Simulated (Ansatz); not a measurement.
**Tin, dhcp under LDA: from relaxation to bulk modulus**

The plan for tin in the dhcp structure: relax it, solve it on a dense k-mesh, then scale the cell to 7 volumes from 88 to 112 % of the relaxed one and try a fit of the equation of state. Spin polarisation is left out. The k-meshes are 11×11×3 for the relaxation; 15×15×4 for the dense run; 12×12×4 for the volumes.

Computed with Ansatz 0.2.0 (DFT LDA (PW92), plane waves (420 eV) with PAW, scalar-relativistic; PBE-made PAW files, unless a step says otherwise).

**1. The system as given**

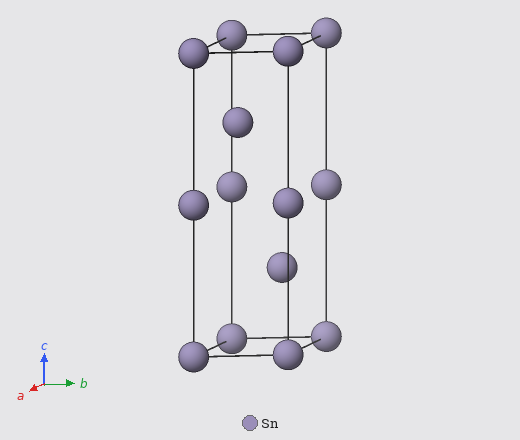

The structure, seen slightly off an axis (tin purple). Any atoms on the faces are drawn again on the opposite ones.

As a file:

```
CELL_PARAMETERS angstrom
3.40987 0.00000 0.00000
-1.70493 2.95303 0.00000
0.00000 0.00000 11.13662
ATOMIC_POSITIONS crystal
Sn 0.00000 0.00000 0.00000
Sn 0.00000 0.00000 0.50000
Sn 0.33333 0.66667 0.25000
Sn 0.66667 0.33333 0.75000
```

**2. Relaxation of the cell**

Contents of input.yaml:

```yaml
crystal:
  lattice:
    - [3.4098662044, 0.0, 0.0]
    - [-1.7049331022, 2.9530307565, 0.0]
    - [0.0, 0.0, 11.1366230234]
  atoms:
    - { symbol: Sn, position: [0.0, 0.0, 0.0] }
    - { symbol: Sn, position: [0.0, 0.0, 0.5] }
    - { symbol: Sn, position: [0.3333333333, 0.6666666667, 0.25] }
    - { symbol: Sn, position: [0.6666666667, 0.3333333333, 0.75] }
hamiltonian:
  xc: lda
  pseudopotentials:
    kind: paw
    azcp:
      Sn: "pseudopotentials/Sn.paw.azcp"
basis:
  ecutwfc: 420
  fft_grid_basis: typed
kpoints:
  mp_grid: { grid: [11, 11, 3], shift: [0, 0, 0] }
magnetization:
  spin_polarized: false
scf:
  occupations: { method: fermi_dirac, width: 0.1 }
relax:
  max_steps: 60
  f_tol: 0.01
  cell: {}
output:
  write_density: true
  write_potential: true
  elf: true
  volumetric_format: npy
```

What it wrote:

```text
Warning: <dir> the record states the generating functional pbe (its physics header spells it `PBE`), which answers neither for hamiltonian.xc's functional nor for the lda family's — results may be inconsistent (PPs are generated against a specific XC)
Warning: RAYON_NUM_THREADS=2 ignored (pool sized by the plan → 2); use --threads N
Engine: ansatz 0.2.0, aarch64-unknown-linux-gnu
Pseudopotentials: kind: paw
Pseudopotential: Sn, paw, valence charge 14, recommended cutoff 420 eV (normal), <dir>
Functional definition: SPW92
  exchange = slater_x
  correlation = pw_c
Crystal: 4 atoms, lattice volume = 112.140 Å³
Basis set: ecut = 420 eV, 2173 PW (Γ)
Bands: 34, of which v1, the nominal top of the filled ones, is band 28 counted from 1 (27 counted from 0)
Symmetry: 24 space group operations
Space group: P63/mmc (ITA 194), of the structure as read, at distance tolerance 4.8e-5 Å
k-points: 32 of 363
Non-local potential: Sn, projectors of the file, l = 0: 2, l = 1: 2, l = 2: 2, l = 3: 2
PAW form: soft (Blöchl's): semilocal exchange-correlation on the pseudo side does not see the compensation charge
PAW frozen core: Sn, regenerated for the run's functional, and the local potential with it (the file was generated under x = pbe(κ = 0.804, μ = 0.2195149727645171), c = pbe(β = 0.06672455060314922))
PAW one-centre angular grid: Sn, 590 points (default); XC on 64 Gauss nodes
Initial density: superposition of atomic densities (neutral atoms: chi_scale 0, normalization atom), corrected by the library's trained network
Initial wavefunctions: pseudopotential atomic-orbital guess
Functional: x = slater, c = lda
SCF iter   1: F=—  HF=-23517.897711 eV  |F-HF|=—  |Δ(HF+E_count)|=         —  Δρ=6.65e-3  dr2=2.49e-2  ethr=1.77e-3  ⟨swp⟩=7.0  Hψ=4909  notcnv=0
preconditioner: auto → Kerker (q_TF=auto, 2.430 Å⁻¹)  [metal: Δε(μ)=0.082 eV  Ē_g=19.012 eV  σ=0.100 eV  W_gap=0.20  n_scr=38 (ndim 8)  ℏωp=26.2 eV  f_vac=0.000  D(μ)=1.88/eV (n_scr^D=6)]
SCF iter   2: F=—  HF=-23517.887310 eV  |F-HF|=—  |Δ(HF+E_count)|=   1.04e-2  Δρ=3.34e-3  dr2=7.20e-3  ethr=4.44e-5  ⟨swp⟩=2.1  Hψ=2203  notcnv=0
SCF iter   3: F=—  HF=-23517.885063 eV  |F-HF|=—  |Δ(HF+E_count)|=   2.25e-3  Δρ=5.58e-4  dr2=5.43e-4  ethr=1.28e-5  ⟨swp⟩=2.0  Hψ=1949  notcnv=0
SCF iter   4: F=—  HF=-23517.884918 eV  |F-HF|=—  |Δ(HF+E_count)|=   1.45e-4  Δρ=1.13e-4  dr2=1.74e-5  ethr=9.70e-7  ⟨swp⟩=2.7  Hψ=1763  notcnv=0
SCF iter   5: F=—  HF=-23517.884909 eV  |F-HF|=—  |Δ(HF+E_count)|=   8.87e-6  Δρ=6.62e-5  dr2=4.20e-6  ethr=3.10e-8  ⟨swp⟩=2.0  Hψ=1877  notcnv=0
SCF iter   6: F=—  HF=-23517.884907 eV  |F-HF|=—  |Δ(HF+E_count)|=   2.24e-6  Δρ=1.03e-5  dr2=1.68e-7  ethr=7.49e-9  ⟨swp⟩=2.0  Hψ=1967  notcnv=0
SCF iter   7: F=-23517.884907 eV  HF=-23517.884907 eV  |F-HF|=6.69e-8  |Δ(HF+E_count)|=   2.65e-8  Δρ=7.92e-6  dr2=5.53e-8  ethr=1.79e-10  ⟨swp⟩=8.8  Hψ=6825  notcnv=0
SCF 1 converged in 7 iterations: F = -23517.884907 eV  dr2 = 5.53e-8
relax step   1: F+E_penalty+E_count = -23517.88490672 eV  Δ(F+E_penalty+E_count) = +0.000e0 eV  max|allowed force component| = 2.082e-17 eV/Å  Δτ_max = 0.0000 Å  P = -4.195 GPa  Ω = 112.140 Å³  (7 SCF iters, dr2 threshold 1.00e-7 eV, accepted)
Crystal: 4 atoms, lattice volume = 100.369 Å³
Basis set: ecut = 420 eV, 1981 PW (Γ)
Initial density: handed on by an earlier stage of this run
Initial wavefunctions: those handed on with the density
iter 1 solved again at ethr=5.17e-6 eV; its pass at ethr=3.10e-3 eV (dr2=2.90e-3 eV) is discarded
SCF iter   1: F=—  HF=-23518.013480 eV  |F-HF|=—  |Δ(HF+E_count)|=         —  Δρ=1.83e-3  dr2=3.22e-3  ethr=5.17e-6  ⟨swp⟩=2.1  Hψ=7356  notcnv=0
preconditioner: auto → Kerker (q_TF=auto, 2.475 Å⁻¹)  [metal: Δε(μ)=0.098 eV  Ē_g=19.404 eV  σ=0.100 eV  W_gap=0.24  n_scr=26 (ndim 8)  ℏωp=27.7 eV  f_vac=0.000  D(μ)=1.65/eV (n_scr^D=4)]
SCF iter   2: F=—  HF=-23518.012829 eV  |F-HF|=—  |Δ(HF+E_count)|=   6.51e-4  Δρ=1.10e-3  dr2=1.07e-3  ethr=5.17e-6  ⟨swp⟩=2.0  Hψ=1977  notcnv=0
SCF iter   3: F=—  HF=-23518.012608 eV  |F-HF|=—  |Δ(HF+E_count)|=   2.22e-4  Δρ=2.40e-4  dr2=6.41e-5  ethr=1.92e-6  ⟨swp⟩=2.8  Hψ=2009  notcnv=0
SCF iter   4: F=—  HF=-23518.012589 eV  |F-HF|=—  |Δ(HF+E_count)|=   1.86e-5  Δρ=4.72e-5  dr2=1.80e-6  ethr=1.14e-7  ⟨swp⟩=2.9  Hψ=2082  notcnv=0
SCF iter   5: F=-23518.012589 eV  HF=-23518.012589 eV  |F-HF|=1.89e-8  |Δ(HF+E_count)|=   3.48e-7  Δρ=6.49e-6  dr2=5.90e-8  ethr=7.14e-10  ⟨swp⟩=9.0  Hψ=6488  notcnv=0
SCF 2 converged in 5 iterations: F = -23518.012589 eV  dr2 = 5.90e-8
relax step   2: F+E_penalty+E_count = -23518.01258946 eV  Δ(F+E_penalty+E_count) = -1.277e-1 eV  max|allowed force component| = 9.252e-17 eV/Å  Δτ_max = 0.0000 Å  P = +1.461 GPa  Ω = 100.369 Å³  energy of the carried Pulay correction = +2.086e-3 eV  (5 SCF iters, dr2 threshold 4.00e-7 eV, accepted)
Crystal: 4 atoms, lattice volume = 103.143 Å³
Basis set: ecut = 420 eV, 2041 PW (Γ)
iter 1 solved again at ethr=1.99e-7 eV; its pass at ethr=3.10e-3 eV (dr2=1.11e-4 eV) is discarded
SCF iter   1: F=—  HF=-23518.022566 eV  |F-HF|=—  |Δ(HF+E_count)|=         —  Δρ=4.80e-4  dr2=2.35e-4  ethr=1.99e-7  ⟨swp⟩=3.1  Hψ=7023  notcnv=0
eigensolver tolerance schedule calibrated: the retry pair's looser diagonalisation under-reported the residual by θ = 0.53 (0.13/decade); ethr = c·dr2/N_el runs at the constant in force after the calibration composes with the one it found (an armed cap, an earlier calibration), c = 6.3e-2
preconditioner: auto → Kerker (q_TF=auto, 2.464 Å⁻¹)  [metal: Δε(μ)=0.137 eV  Ē_g=19.367 eV  σ=0.100 eV  W_gap=0.32  n_scr=26 (ndim 8)  ℏωp=27.4 eV  f_vac=0.000  D(μ)=1.65/eV (n_scr^D=4)]
SCF iter   2: F=—  HF=-23518.022517 eV  |F-HF|=—  |Δ(HF+E_count)|=   4.85e-5  Δρ=2.91e-4  dr2=8.00e-5  ethr=1.99e-7  ⟨swp⟩=2.0  Hψ=1932  notcnv=0
SCF iter   3: F=—  HF=-23518.022498 eV  |F-HF|=—  |Δ(HF+E_count)|=   1.97e-5  Δρ=5.91e-5  dr2=4.13e-6  ethr=9.05e-8  ⟨swp⟩=2.2  Hψ=1972  notcnv=0
SCF iter   4: F=-23518.022496 eV  HF=-23518.022496 eV  |F-HF|=2.40e-8  |Δ(HF+E_count)|=   1.20e-6  Δρ=1.19e-5  dr2=1.07e-7  ethr=4.52e-10  ⟨swp⟩=7.7  Hψ=7403  notcnv=0
SCF 3 converged in 4 iterations: F = -23518.022496 eV  dr2 = 1.07e-7
relax step   3: F+E_penalty+E_count = -23518.02249634 eV  Δ(F+E_penalty+E_count) = -9.907e-3 eV  max|allowed force component| = 5.551e-17 eV/Å  Δτ_max = 0.0000 Å  P = -0.227 GPa  Ω = 103.143 Å³  energy of the carried Pulay correction = +1.575e-3 eV  (4 SCF iters, dr2 threshold 4.00e-7 eV, accepted)
Crystal: 4 atoms, lattice volume = 102.761 Å³
iter 1 solved again at ethr=6.07e-9 eV; its pass at ethr=3.10e-3 eV (dr2=3.40e-6 eV) is discarded
SCF iter   1: F=—  HF=-23518.022890 eV  |F-HF|=—  |Δ(HF+E_count)|=         —  Δρ=7.68e-5  dr2=6.20e-6  ethr=6.07e-9  ⟨swp⟩=3.4  Hψ=6564  notcnv=0
preconditioner: auto → Kerker (q_TF=auto, 2.466 Å⁻¹)  [metal: Δε(μ)=0.143 eV  Ē_g=19.367 eV  σ=0.100 eV  W_gap=0.34  n_scr=26 (ndim 8)  ℏωp=27.4 eV  f_vac=0.000  D(μ)=1.64/eV (n_scr^D=4)]
SCF iter   2: F=—  HF=-23518.022889 eV  |F-HF|=—  |Δ(HF+E_count)|=   1.07e-6  Δρ=4.73e-5  dr2=2.33e-6  ethr=6.07e-9  ⟨swp⟩=2.3  Hψ=1996  notcnv=0
SCF iter   3: F=-23518.022889 eV  HF=-23518.022889 eV  |F-HF|=5.48e-8  |Δ(HF+E_count)|=   5.85e-7  Δρ=8.97e-6  dr2=1.16e-7  ethr=3.27e-10  ⟨swp⟩=7.4  Hψ=7329  notcnv=0
SCF 4 converged in 3 iterations: F = -23518.022889 eV  dr2 = 1.16e-7
relax step   4: F+E_penalty+E_count = -23518.02288858 eV  Δ(F+E_penalty+E_count) = -3.922e-4 eV  max|allowed force component| = 1.642e-16 eV/Å  Δτ_max = 0.0000 Å  P = -0.010 GPa  Ω = 102.761 Å³  energy of the carried Pulay correction = +1.645e-3 eV  (3 SCF iters, dr2 threshold 1.83e-7 eV, accepted)
Initial wavefunctions: pseudopotential atomic-orbital guess (no wavefunctions were taken with the density)
iter 1 solved again at ethr=2.85e-7 eV; its pass at ethr=3.10e-3 eV (dr2=1.60e-4 eV) is discarded
SCF iter   1: F=—  HF=-23518.021252 eV  |F-HF|=—  |Δ(HF+E_count)|=         —  Δρ=7.54e-5  dr2=9.50e-7  ethr=2.85e-7  ⟨swp⟩=3.1  Hψ=7300  notcnv=0
preconditioner: auto → Kerker (q_TF=auto, 2.466 Å⁻¹)  [metal: Δε(μ)=0.143 eV  Ē_g=19.369 eV  σ=0.100 eV  W_gap=0.34  n_scr=26 (ndim 8)  ℏωp=27.4 eV  f_vac=0.000  D(μ)=1.64/eV (n_scr^D=4)]
SCF iter   2: F=—  HF=-23518.021254 eV  |F-HF|=—  |Δ(HF+E_count)|=   1.62e-6  Δρ=3.88e-5  dr2=2.96e-7  ethr=1.70e-9  ⟨swp⟩=2.2  Hψ=1937  notcnv=0
SCF iter   3: F=—  HF=-23518.021254 eV  |F-HF|=—  |Δ(HF+E_count)|=   1.35e-7  Δρ=7.25e-6  dr2=2.74e-8  ethr=5.29e-10  ⟨swp⟩=2.1  Hψ=1981  notcnv=0
SCF iter   4: F=—  HF=-23518.021254 eV  |F-HF|=—  |Δ(HF+E_count)|=   6.66e-9  Δρ=9.47e-7  dr2=7.96e-10  ethr=4.90e-11  ⟨swp⟩=2.1  Hψ=1425  notcnv=0
SCF iter   5: F=-23518.021254 eV  HF=-23518.021254 eV  |F-HF|=1.09e-11  |Δ(HF+E_count)|=  4.73e-11  Δρ=1.72e-7  dr2=2.12e-11  ethr=1.00e-12  ⟨swp⟩=5.1  Hψ=5461  notcnv=0
SCF 5 converged in 5 iterations: F = -23518.021254 eV  dr2 = 2.12e-11
relax step   5: F+E_penalty+E_count = -23518.02125382 eV  Δ(F+E_penalty+E_count) = +1.635e-3 eV  max|allowed force component| = 1.573e-16 eV/Å  Δτ_max = 0.0000 Å  P = -0.013 GPa  Ω = 102.761 Å³  stress off target by 1.92e-2 GPa  SCF on the basis re-selected at this cell (its energy is not comparable with the rows above)  (5 SCF iters)
basis re-selected at this cell: Δ(F+E_penalty+E_count) = +1.635e-3 eV, ΔP = -0.003 GPa vs the last step (what re-selecting the basis moved, of the pressure what is left beyond the Pulay correction that the steps carried, after the strain that the cell walked since its last selection, with what the two solves' SCF thresholds leave and, on support functions, any second-order correction that the steps lacked; it is no measure of the basis error at this ecutwfc). This SCF's stress stands 1.92e-2 GPa from its target on what of the cell is left free (relax.cell.stress_tol is 5.00e-2 GPa) and its largest allowed force component is 1.57e-16 eV/Å (relax.f_tol is 1.00e-2 eV/Å): within both
SCF converged after 5 iterations
Free energy (F): -23518.021254 eV
Harris-Foulkes:  -23518.021254 eV  (|F-HF|=1.09e-11)
Internal energy: -23517.964384 eV  (E = F + TS)
E sigma→0 (E₀):  -23517.992819 eV
Entropy (-TS):   -0.056870 eV (-14.218 meV/atom)
Fermi energy:    11.427778 eV
--- Per-component energies (eV) ---
  E_band       = -293.104605
  E_kinetic    = 751.781766
  E_local      = -3157.813811  (includes V_loc(G=0)·N_el)
  E_nonlocal   = -113.389404
  E_hartree    = 2016.761904
  E_xc         = -1519.658252
  E_vxc        = -398.382329  (∫ρ·V_xc dr)
  E_paw        = -15972.276871  (= ΣΔE_a)
  E_vpaw       = -1408.824468  (= ΣTr[D̂ρ^β])
  E_aug_tail   = -0.000002  (compensation charges beyond the density's cutoff)
  E_ewald      = -5525.069307
  E_core_change = 1.699593  (= ΣΔE_core)
  E_smearing   = -0.056870  (= −TS)
  E_closure    = -0.000000  (closes the sum)
  Σ components = -23518.021254   (vs F -23518.021254, Δ=0.00e0)
--- Forces (eV/Å), atoms counted from 1 ---
  atom   1  Sn     0.00000000    -0.00000000    -0.00000000
  atom   2  Sn    -0.00000000     0.00000000     0.00000000
  atom   3  Sn    -0.00000000     0.00000000     0.00000000
  atom   4  Sn     0.00000000    -0.00000000    -0.00000000
  max |Σ_I F_I| component: 9.25e-18 eV/Å
--- Stress (GPa, compression-positive) ---
       -0.019220       0.000000       0.000000
       -0.000000      -0.019220      -0.000000
        0.000000      -0.000000      -0.000583
  P = ⅓ Tr σ = -0.0130 GPa (-0.130 kbar)
--- Band table (eV; the first three rows and the last of 32) ---
  k-point 0: bands = ["-10.0864", "-10.0843", "-10.0687", "-10.0687", "-10.0566", "-10.0566", "-10.0539", "-10.0525", "-10.0525", "-10.0515", "-10.0284", "-10.0284", "-9.9785", "-9.9785", "-9.9581", "-9.9581", "-9.9154", "-9.9154", "-9.8823", "-9.8823", "-0.1713", "1.1449", "1.1641", "4.3181", "6.4857", "12.2744", "12.2768", "17.5598", "17.5598", "18.3415", "18.3415", "18.4722", "18.4722", "19.3016"]
  k-point 1: bands = ["-10.0859", "-10.0848", "-10.0661", "-10.0661", "-10.0602", "-10.0602", "-10.0533", "-10.0521", "-10.0468", "-10.0468", "-10.0349", "-10.0349", "-9.9742", "-9.9742", "-9.9646", "-9.9646", "-9.9049", "-9.9049", "-9.8890", "-9.8890", "-0.0243", "0.4177", "2.1756", "3.4183", "7.6820", "9.8076", "14.9668", "17.6654", "17.6654", "17.6823", "17.9632", "17.9632", "18.8964", "18.8964"]
  k-point 2: bands = ["-10.0861", "-10.0806", "-10.0692", "-10.0632", "-10.0575", "-10.0555", "-10.0467", "-10.0432", "-10.0431", "-10.0388", "-10.0246", "-10.0148", "-9.9874", "-9.9822", "-9.9562", "-9.9562", "-9.9200", "-9.9166", "-9.8915", "-9.8813", "-0.0115", "1.3047", "1.3239", "4.4607", "6.6587", "12.4045", "12.4047", "15.8745", "16.8247", "16.9429", "17.0079", "17.9263", "17.9711", "18.6033"]
  k-point 31: bands = ["-10.0976", "-10.0972", "-10.0698", "-10.0525", "-10.0375", "-10.0270", "-10.0149", "-9.9949", "-9.9863", "-9.9766", "-9.9649", "-9.9612", "-9.9545", "-9.9478", "-9.9233", "-9.9212", "-9.8958", "-9.8869", "-9.8797", "-9.8788", "5.3143", "5.5067", "5.9795", "6.0901", "8.2384", "8.2441", "8.9293", "9.2402", "9.7818", "10.2979", "10.5049", "11.6515", "13.2516", "13.9748"]
--- Relaxed structure (4 steps of the walk, 4 accepted, 1 SCFs on fresh bases) ---
  F+E_penalty+E_count = -23518.02125382 eV   max|allowed force component| = 1.573e-16 eV/Å   (the final SCF, on the basis selected at the relaxed cell)
  cell:  # Å, volume = 102.7613 Å³
    - [3.2985098343558192, -1.629788910826391e-33, 0.0]
    - [-1.6492549171779096, 2.8565933111849398, -6.290052078986544e-34]
    - [-5.930342805170832e-34, -2.372137122068333e-33, 10.905942599036186]
  atoms:
    - { symbol: Sn, position: [-6.440140681075678e-35, 2.133196833755723e-34, 2.2968144849787515e-36] }
    - { symbol: Sn, position: [-2.7256180917529893e-34, 1.5353582306649478e-34, 0.5] }
    - { symbol: Sn, position: [0.3333333333333333, 0.6666666666666667, 0.25] }
    - { symbol: Sn, position: [0.6666666666666667, 0.33333333333333326, 0.75] }
```

It took 16 s on 2 threads of an Arm CPU, shared host; peak memory 0.41 GiB.

The steps of the relaxation:

| step | energy change (meV/atom) | largest force (eV/Å) | pressure (GPa) | volume (Å³/atom) |
| --- | --- | --- | --- | --- |
| 1 | 0.00 | 0.0000 | -4.19 | 28.035 |
| 2 | -31.92 | 0.0000 | 1.46 | 25.092 |
| 3 | -34.40 | 0.0000 | -0.23 | 25.786 |
| 4 | -34.50 | 0.0000 | -0.01 | 25.690 |
| 5 | -34.09 | 0.0000 | -0.01 | 25.690 |

Steps that repeat a cell are solved on a basis chosen anew, so their changes of energy are no gain of the relaxation.

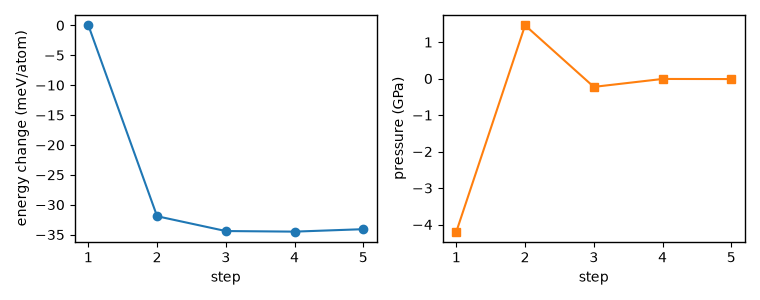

Energy and pressure over the accepted steps.

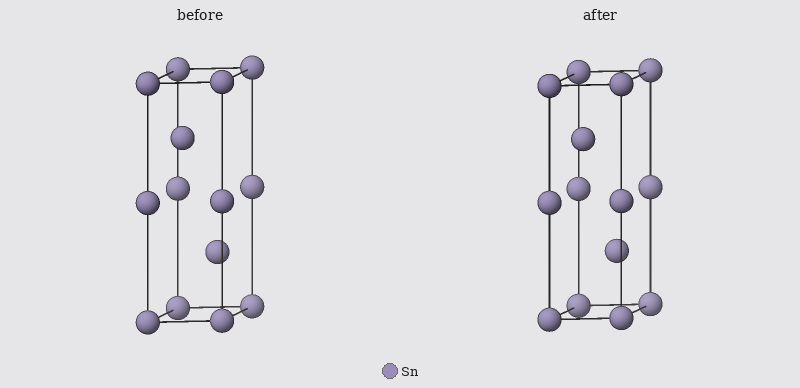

Before and after, at one scale. The cells drawn are those of the first picture.

The cell of the run, before and after:

|  | before | after | change |
| --- | --- | --- | --- |
| a (Å) | 3.410 | 3.299 | -3.3 % |
| b (Å) | 3.410 | 3.299 | -3.3 % |
| c (Å) | 11.137 | 10.906 | -2.1 % |
| volume (Å³/atom) | 28.035 | 25.690 | -8.4 % |
| shortest distance (Å) | 3.410 | 3.299 | -3.3 % |
| space group (spins left aside) | P6_3/mmc | P6_3/mmc | same |

**3. The energy on a finer k-mesh**

Contents of input.yaml:

```yaml
crystal:
  lattice:
    - [3.2985098344, 0.0, 0.0]
    - [-1.6492549172, 2.8565933112, 0.0]
    - [0.0, 0.0, 10.905942599]
  atoms:
    - { symbol: Sn, position: [1.0, 0.0, 0.0] }
    - { symbol: Sn, position: [1.0, 0.0, 0.5] }
    - { symbol: Sn, position: [0.3333333333, 0.6666666667, 0.25] }
    - { symbol: Sn, position: [0.6666666667, 0.3333333333, 0.75] }
hamiltonian:
  xc: lda
  pseudopotentials:
    kind: paw
    azcp:
      Sn: "pseudopotentials/Sn.paw.azcp"
basis:
  ecutwfc: 420
  fft_grid_basis: typed
kpoints:
  mp_grid: { grid: [15, 15, 4], shift: [0, 0, 0] }
magnetization:
  spin_polarized: false
scf:
  occupations: { method: fermi_dirac, width: 0.1 }
```

What it wrote, cut to the lines that bear on the results:

```text
Warning: <dir> the record states the generating functional pbe (its physics header spells it `PBE`), which answers neither for hamiltonian.xc's functional nor for the lda family's — results may be inconsistent (PPs are generated against a specific XC)
Warning: RAYON_NUM_THREADS=2 ignored (pool sized by the plan → 2); use --threads N
[...]
Pseudopotentials: kind: paw
Pseudopotential: Sn, paw, valence charge 14, recommended cutoff 420 eV (normal), <dir>
Functional definition: SPW92
[...]
Crystal: 4 atoms, lattice volume = 102.761 Å³
Basis set: ecut = 420 eV, 2041 PW (Γ)
Bands: 32, of which v1, the nominal top of the filled ones, is band 28 counted from 1 (27 counted from 0)
Symmetry: 24 space group operations
Space group: P63/mmc (ITA 194), of the structure as read, at distance tolerance 4.7e-5 Å
k-points: 81 of 900
[...]
SCF iter   1: F=—  HF=-23518.014581 eV  |F-HF|=—  |Δ(HF+E_count)|=         —  Δρ=7.25e-3  dr2=2.61e-2  ethr=1.77e-3  ⟨swp⟩=7.4  Hψ=25110  notcnv=0  defer=2
[...]
SCF iter   7: F=-23518.002388 eV  HF=-23518.002388 eV  |F-HF|=6.33e-8  |Δ(HF+E_count)|=   2.46e-8  Δρ=8.02e-6  dr2=5.10e-8  ethr=1.79e-10  ⟨swp⟩=3.0  Hψ=6122  notcnv=0
[...]
SCF converged after 7 iterations
Free energy (F): -23518.002388 eV
[...]
E sigma→0 (E₀):  -23517.972581 eV
Entropy (-TS):   -0.059614 eV (-14.904 meV/atom)
Fermi energy:    11.412553 eV
[...]
```

It took 7.6 s on 2 threads of an Arm CPU, shared host; peak memory 0.47 GiB.

(Part 1 of 2 ends here.)
